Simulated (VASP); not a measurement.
Band structure of Sc3TiN4 (ordered alloy cell). Computed with PBEsol GGA, VASP's PBE PAW potentials (set 64) (plane waves; VASP 6.6.1).

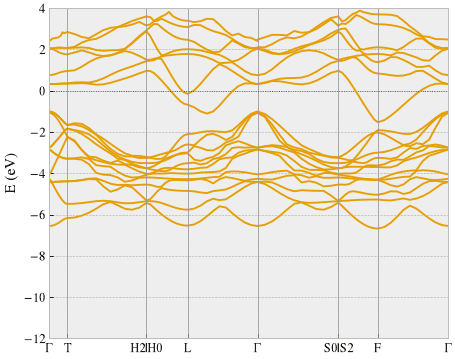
Figure: Bands along high-symmetry lines, zero at the valence-band maximum or, without a gap, the Fermi level

Read the plot: is there a gap, and where are the band edges?

It has no gap at this level: it comes out as a metal or semimetal. (Edges off the drawn lines would not show.)

The structure was generated: Sc3TiN4 was put into an ordered model structure (R-3m), which need not be its known phase. It was relaxed first. The electron count is odd and the run is not spin-polarised, which forces a metal.
